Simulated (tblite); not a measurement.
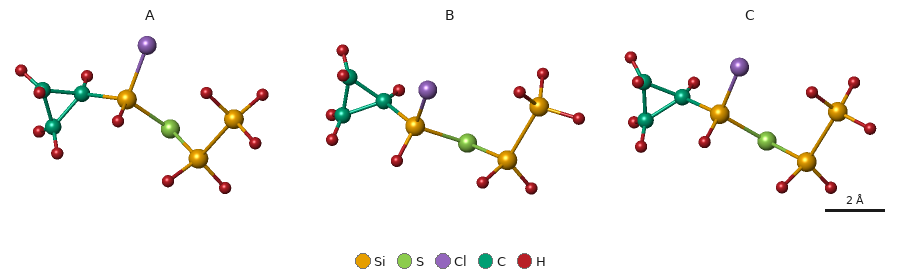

3 geometries from one relaxation of C3H11ClSSi3, in shuffled order. The picture is a ball-and-stick view, seen at a tilt.

Level of theory: GFN2-xTB geometry optimisation, gas phase (tblite). 

### Order the frames from highest to lowest energy.

A, C, B. They are steps 0, 91, 137, at +0.227 eV, +0.021 eV relative to the last. The atom that moves furthest after the best rigid fit is the Cl atom (2.07 Å). Largest moves by element: Cl 2.07 Å, H 1.61 Å, Si 1.02 Å, S 0.60 Å, C 0.55 Å. Near-neighbour distances that change, for instance: S–Si 2.121 → 2.180 Å, H–Si 1.494 → 1.458 Å, C–C 1.511 → 1.489 Å, H–Si 1.479 → 1.466 Å. Bond angles that change, for instance: Si–Si–H 108.8° → 117.1°, S–Si–H 107.2° → 99.3°, Si–S–Si 97.8° → 104.3°. Groups turn about S–Si by about 45°, C–Si by about 40°, Si–Si by about 25°. The energy falls by 0.227 eV in 137 geometry steps. The run took 1.6 s on 1 thread of Arm Neoverse V2, with other jobs on the host.
